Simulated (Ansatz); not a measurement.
AlNi (CsCl type), conventional cell a = b = c = 2.893 Å, α = β = γ = 90.00°. The calculation uses the primitive cell of 2 atoms, to which meshes and values per cell refer.

E(V) scan at fixed shape, V₀ the volume above. Symmetry pins the atoms to their sites.

Computed with PBE (plane waves to 420 eV, PAW, scalar-relativistic; Ansatz, an electronic-structure program). k mesh 16×16×16 (Γ-centred), Fermi-Dirac smearing 0.05 eV. Energies are smeared free energies. AlNi is run without spin polarisation. AlNi was relaxed with its symmetry unable to fall. The PAW data are Ansatz's earlier set. ΔE is measured from the relaxed starting cell.

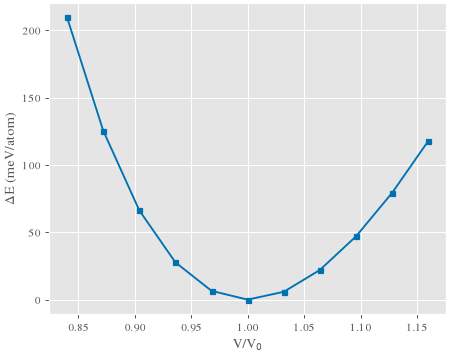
Figure: ΔE (meV/atom) against V/V₀; computed points joined by lines.

Question: What is ΔE at V/V₀ = 1.160?

Answer: About 120 meV/atom.

Question: What is ΔE at V/V₀ = 0.840?

Answer: About 210 meV/atom.

Question: What bulk modulus B₀ follows from a third-order Birch-Murnaghan fit?

Answer: About 160 GPa.

(A scan under strain: stresses follow from slopes of the energy per volume, elastic moduli from its curvatures.)
